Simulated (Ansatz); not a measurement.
Input file:

```
crystal:
  periodic: [false, false, false]
  atoms:
    - { symbol: Al, position_ang: [0.067606, 0.434371, -0.495621] }
    - { symbol: O, position_ang: [-0.034499, 0.069682, 2.442381] }
    - { symbol: H, position_ang: [-0.958358, -0.053771, 2.700646] }
    - { symbol: H, position_ang: [1.438198, -0.130112, -1.058337] }
    - { symbol: H, position_ang: [-1.326178, -0.207819, -0.88363] }
    - { symbol: H, position_ang: [0.068202, 1.745486, 0.372534] }
    - { symbol: H, position_ang: [-0.016471, 0.989463, 2.077926] }
basis:
  gaussian: { orbitals: def2-SVP }
hamiltonian:
  xc: b3lyp
  dispersion: d4
relax:
  f_tol: 0.03
  max_steps: 50
output:
  orbitals: {}
```

Run with:

```sh
ansatz run input.yaml --threads 1 --pin off --max-ram 2048MiB --backend cpu --events-out ev --progress --plain --runs-dir out
```

The fields are those of the run's last geometry, not of the input's.

These are results of RKS B3LYP-D4/def2-SVP in Ansatz 0.2.0, not measurements.

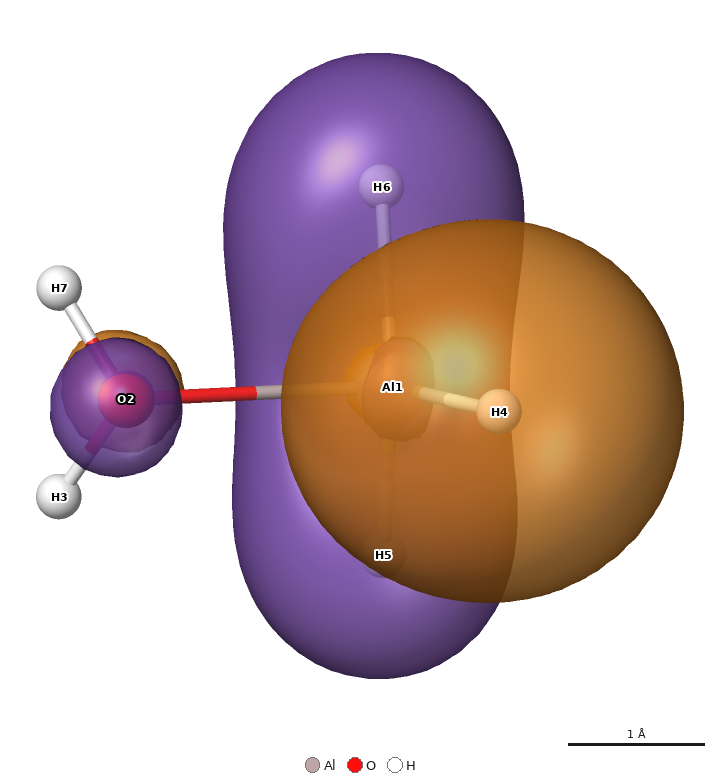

AlH5O. The HOMO at ±0.08 Å⁻³ᐟ² (orange and purple are the two phases), seen at a tilt.

Describe this orbital and give its energy.

Answer. Its weight (Hirshfeld) is mainly on H4 (about 40 %), Al1 (about 35 %), H5 (about 10 %) and H6 (about 10 %). Its energy is −7.28 eV.
